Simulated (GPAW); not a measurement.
# Surface energy and work function of Ta(100) from slabs of 4 to 14 layers (RPBE)

How do energy and work function of Ta(100) films settle with thickness, and what surface energy follows?

Set-up. GPAW 26.7.0, plane waves at 450 eV with PAW setups; symmetric 1×1 slabs cut at the tabulated lattice constant (two decimals; low-temperature values for the alkali metals), atoms at bulk places, 7.5 Å of vacuum on each side, one in-plane mesh for all thicknesses, Fermi-Dirac smearing of 0.1 eV. Energies are extrapolated to zero smearing and count from the program's reference atoms. Functional RPBE. The cell's area is 10.956 Å².

What came out, but for one run:

```tsv
layers	energy (eV)	work function (eV)
4	−33.9290	3.86
5	−43.4132	3.83
6	−52.8351	3.85
7	−62.1952	3.87
8	−71.5736	3.87
9	−80.9529	3.86
10	−90.3216	3.87
11	−99.6888	3.87
12	−109.0674	3.87
14	?	?
```

Q: What surface energy do these runs give, and what energy and work function should the 14-layer slab have?

**Working.** A slab of n layers has E(n) = nε + 2Aγ once its middle is bulk-like. A line through n = 6 to 12 has the slope ε = −9.3726 eV a layer and the intercept 2Aγ = 3.4054 eV (r.m.s. residual 4.3 meV). So γ = 3.4054 / (2 × 10.956 Å²) = 0.1554 eV/Å² = 2.49 J/m², with a standard error of under 0.01 J/m² from the scatter about the line. For 14 layers: 3.4054 + 14 × (−9.3726) = −127.811 eV; the run gives −127.807 eV, 3.9 meV over the line. The work function has no such law: from 6 to 12 layers it moves between 3.85 and 3.87 eV (mean 3.87), and the 14-layer slab gives 3.87 eV. The thinnest slab, 4 layers, lies −0.01 eV from that mean. The measured value for this face is 4.10 eV (“Anisotropic work function of elemental crystals” (2019, arxiv:1902.07811)); the unrelaxed 14-layer slab lies 0.23 eV under it.

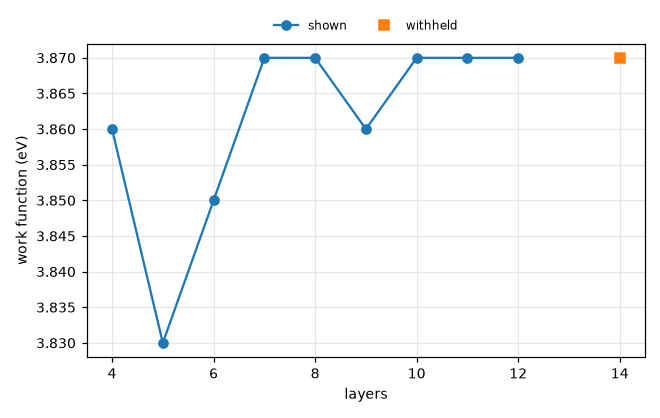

Work function against thickness.

**Limits.** The surfaces are unrelaxed, so γ is an upper bound for this functional and lattice constant. The tabulated lattice constant isn't the functional's own, which strains the slab a little. Spin-orbit coupling is left out.

[Logs are printed without paths, hosts, clocks, repeated set-up lines and the standing remarks that a program may print on its own settings, such as how far it seeks lower states.]
